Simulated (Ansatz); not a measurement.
# CH₃Cl₃SeSn: basis-set convergence

Aim: see how fast density functionals converge with the basis set for CH₃Cl₃SeSn.

Computed with Ansatz 0.2.0, Gaussian basis. Level: one geometry, several basis sets.

The runs, in order: PBE0-D4/def2-SVP; ωB97M-V/def2-SVP; PBE0-D4/def2-QZVPP; ωB97M-V/def2-QZVPP; the functionals' def2-TZVPP values are taken from earlier runs.

### Step 1. Structure used throughout

The geometry comes from an earlier relaxation with PBE0-D4 in a triple-zeta def2 set; it is a stationary point, not always the lowest conformer. Sn takes the def2 core potential; no spin-orbit term is included.

SMILES `C[Se][Sn]([Cl])([Cl])[Cl]`, 9 atoms, charge 0, spin multiplicity 1.

Atoms are counted from 1 here; the program's logs count them from 0.

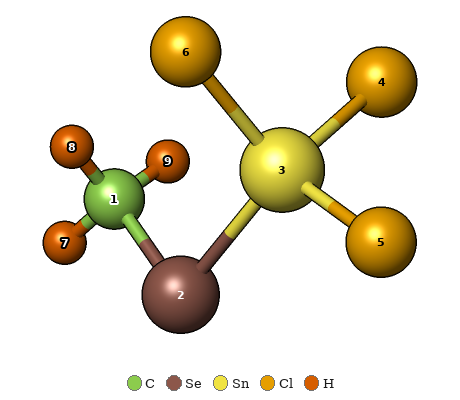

The structure; carbon green, selenium brown, tin yellow, chlorine amber, hydrogen orange; atoms are numbered from 1 in the order of the file.

### Step 2. PBE0-D4 in def2-SVP

Input file in.yaml:

```yaml
crystal:
  periodic: [false, false, false]
  atoms:
    - {symbol: C, position_ang: [0.028623, -1.155630, 1.319003]}
    - {symbol: Se, position_ang: [1.553494, -0.306633, 0.422934]}
    - {symbol: Sn, position_ang: [0.170164, 1.013443, -1.162485]}
    - {symbol: Cl, position_ang: [-1.171642, -0.341593, -2.468882]}
    - {symbol: Cl, position_ang: [1.479687, 2.294165, -2.554197]}
    - {symbol: Cl, position_ang: [-1.303836, 2.410955, -0.058982]}
    - {symbol: H, position_ang: [0.469603, -1.797379, 2.080246]}
    - {symbol: H, position_ang: [-0.599783, -0.404481, 1.791649]}
    - {symbol: H, position_ang: [-0.537810, -1.759146, 0.613715]}
basis:
  gaussian: {orbitals: def2-SVP}
hamiltonian: {xc: pbe0, dispersion: d4}
output: {orbitals: {seedname: orbitals}}
```

The run is started by

```
ansatz run in.yaml --threads 4 --pin off --events-out ev --progress --plain --max-ram 11315MiB
```

The program printed:

```text
Functional definition: PBE0
  name "PBE0"
  cite "Adamo & Barone, J. Chem. Phys. 110, 6158 (1999) doi:10.1063/1.478522"
  cite "Perdew, Burke & Ernzerhof, Phys. Rev. Lett. 77, 3865 (1996) doi:10.1103/PhysRevLett.77.3865"
  parent pbe
  parameter a = 0.25
  parameter kappa = 0.804
  parameter beta = 0.06672455060314922
  exchange = (1 - a)*pbe_x(kappa = kappa, mu = beta*pi^2/3) + a*exact_x
  correlation = pbe_c(beta = beta)
1429 factors; integrals over basis functions are off by at most 7.3e-4 eV
mean field evaluation 1: about -109793.6989 eV, gradient 4.0e1 eV
mean field evaluation 2: about -109790.7021 eV, gradient 5.0e1 eV
mean field evaluation 4: about -109797.6343 eV, gradient 1.2e0 eV
mean field evaluation 8: about -109797.7572 eV, gradient 1.2e-1 eV
mean field evaluation 16: about -109797.7573 eV, gradient 3.3e-5 eV
mean field -109797.75727508 eV, -4034.9931562665 hartree, gradient 3.2e-5 eV, S^2 0.000000; 0 other end points of the search recorded, 0 dependent functions left out
reference -109797.75730434 eV, -4034.9931573417 hartree; 58, 58 occupied and 83, 83 virtual orbitals, 1429 factors
Total energy: -109798.09366010 eV, -4035.0055181876 hartree
```

Wall time 3 s (4 threads of Arm Neoverse V1, shared host).

### Step 3. ωB97M-V in def2-SVP

in.yaml, as its differences from that of step 2:

```diff
@@ -14,3 +14,3 @@
   gaussian: {orbitals: def2-SVP}
-hamiltonian: {xc: pbe0, dispersion: d4}
+hamiltonian: {xc: {name: wB97M-V}}
 output: {orbitals: {seedname: orbitals}}
```

Launched as before.

The program printed, cut to the lines that bear on the results:

```text
Functional definition: wB97M-V
  name "wB97M-V"
  cite "Mardirossian & Head-Gordon, J. Chem. Phys. 144, 214110 (2016) doi:10.1063/1.4952647"
  cite "Becke, J. Chem. Phys. 107, 8554 (1997) doi:10.1063/1.475007"
  cite "Vydrov & Van Voorhis, J. Chem. Phys. 133, 244103 (2010) doi:10.1063/1.3521275"
  # Of w^i u^j: cxij and so on, Table III.
[...]
  gx(w, u) = 1 - cx + cx01*u + cx10*w
  gss(w, u) = css00 + css04*u^4 + css10*w + css20*w^2 + css43*w^4*u^3
  gos(w, u) = cos00 + cos10*w + (cos20 + cos21*u)*w^2 + (cos60 + cos61*u)*w^6
[...]
      + integral(e_c_pw_mod_opposite_spin*gos(b97_w_opposite, b97_u_opposite)) + vv10(b, c)
1429 factors; integrals over basis functions are off by at most 7.3e-4 eV
314 factors; integrals over basis functions are off by at most 5.1e-6 eV
[...]
mean field -109811.75235954 eV, -4035.5074661339 hartree, gradient 2.7e-5 eV, S^2 0.000000; 0 other end points of the search recorded, 0 dependent functions left out
reference -109811.75240424 eV, -4035.5074677765 hartree; 58, 58 occupied and 83, 83 virtual orbitals, 1429 factors
Total energy: -109811.75240424 eV, -4035.5074677765 hartree
```

Wall time 11 s (4 threads of Arm Neoverse V1, shared host); peak memory 0.66 GiB.

### Step 4. PBE0-D4 in def2-QZVPP

in.yaml, as its differences from that of step 3:

```diff
@@ -13,4 +13,4 @@
 basis:
-  gaussian: {orbitals: def2-SVP}
-hamiltonian: {xc: {name: wB97M-V}}
+  gaussian: {orbitals: "def2-QZVPP.json"}
+hamiltonian: {xc: pbe0, dispersion: d4}
 output: {orbitals: {seedname: orbitals}}
```

Same command.

The program printed:

```text
Functional definition: PBE0
  name "PBE0"
  cite "Adamo & Barone, J. Chem. Phys. 110, 6158 (1999) doi:10.1063/1.478522"
  cite "Perdew, Burke & Ernzerhof, Phys. Rev. Lett. 77, 3865 (1996) doi:10.1103/PhysRevLett.77.3865"
  parent pbe
  parameter a = 0.25
  parameter kappa = 0.804
  parameter beta = 0.06672455060314922
  exchange = (1 - a)*pbe_x(kappa = kappa, mu = beta*pi^2/3) + a*exact_x
  correlation = pbe_c(beta = beta)
2478 factors; their error is unknown
mean field evaluation 1: about -109816.8766 eV, gradient 5.1e1 eV
mean field evaluation 2: about -109812.2639 eV, gradient 6.5e1 eV
mean field evaluation 4: about -109822.5782 eV, gradient 2.6e0 eV
mean field evaluation 8: about -109822.5979 eV, gradient 8.0e-2 eV
mean field evaluation 16: about -109822.8992 eV, gradient 1.5e-4 eV
mean field -109822.89920591 eV, -4035.9171051824 hartree, gradient 2.5e-5 eV, S^2 0.000000; 0 other end points of the search recorded, 0 dependent functions left out
reference -109822.89924532 eV, -4035.9171066307 hartree; 58, 58 occupied and 470, 470 virtual orbitals, 2478 factors
Total energy: -109823.23560107 eV, -4035.9294674767 hartree
```

It took 28 s on 4 threads of Arm Neoverse V1, shared host; peak memory 3 GiB.

### Step 5. ωB97M-V in def2-QZVPP

in.yaml, as its differences from that of step 4:

```diff
@@ -14,3 +14,3 @@
   gaussian: {orbitals: "def2-QZVPP.json"}
-hamiltonian: {xc: pbe0, dispersion: d4}
+hamiltonian: {xc: {name: wB97M-V}}
 output: {orbitals: {seedname: orbitals}}
```

Launched as before.

The program printed, cut to the lines that bear on the results:

```text
Functional definition: wB97M-V
  name "wB97M-V"
  cite "Mardirossian & Head-Gordon, J. Chem. Phys. 144, 214110 (2016) doi:10.1063/1.4952647"
  cite "Becke, J. Chem. Phys. 107, 8554 (1997) doi:10.1063/1.475007"
  cite "Vydrov & Van Voorhis, J. Chem. Phys. 133, 244103 (2010) doi:10.1063/1.3521275"
  # Of w^i u^j: cxij and so on, Table III.
[...]
  gx(w, u) = 1 - cx + cx01*u + cx10*w
  gss(w, u) = css00 + css04*u^4 + css10*w + css20*w^2 + css43*w^4*u^3
  gos(w, u) = cos00 + cos10*w + (cos20 + cos21*u)*w^2 + (cos60 + cos61*u)*w^6
[...]
      + integral(e_c_pw_mod_opposite_spin*gos(b97_w_opposite, b97_u_opposite)) + vv10(b, c)
2388 factors; their error is unknown
389 factors; integrals over basis functions are off by at most 4.0e-5 eV
[...]
mean field -109836.69436774 eV, -4036.4240680289 hartree, gradient 2.8e-5 eV, S^2 0.000000; 0 other end points of the search recorded, 0 dependent functions left out
reference -109836.69442970 eV, -4036.4240703060 hartree; 58, 58 occupied and 470, 470 virtual orbitals, 2388 factors
Total energy: -109836.69442970 eV, -4036.4240703060 hartree
```

It took 51 s on 4 threads of Arm Neoverse V1, shared host; peak memory 3.5 GiB.

### Step 6. Density functionals: the series

The def2-TZVPP values come from earlier runs at the same geometry.

```tsv
functional	basis	functions	energy (eV)	from the largest (eV)	HOMO (eV)	LUMO (eV)
PBE0-D4	def2-SVP	141	-109798.0937	25.142	-7.44	-2.63
PBE0-D4	def2-TZVPP	297	-109820.6298	2.606	-7.53	-2.74
PBE0-D4	def2-QZVPP	528	-109823.2356	0.000	-7.54	-2.77
ωB97M-V	def2-SVP	141	-109811.7524	24.942	-9.57	-0.58
ωB97M-V	def2-TZVPP	297	-109834.1846	2.510	-9.69	-0.78
ωB97M-V	def2-QZVPP	528	-109836.6944	0.000	-9.71	-0.85
```

### Step 7. Results

| quantity | value |
| --- | --- |
| PBE0-D4: double and triple zeta above quadruple | 25.14, 2.61 eV |
| ωB97M-V: double and triple zeta above quadruple | 24.94, 2.51 eV |

In words: For PBE0-D4 the step from double to triple zeta gains 22.54 eV and the next only 2.61 eV. These are total energies; as a rule much of such shifts cancels in differences, which this series doesn't test.

For PBE0-D4 the largest set took about 9 times as long as the smallest (28 s against 3 s).
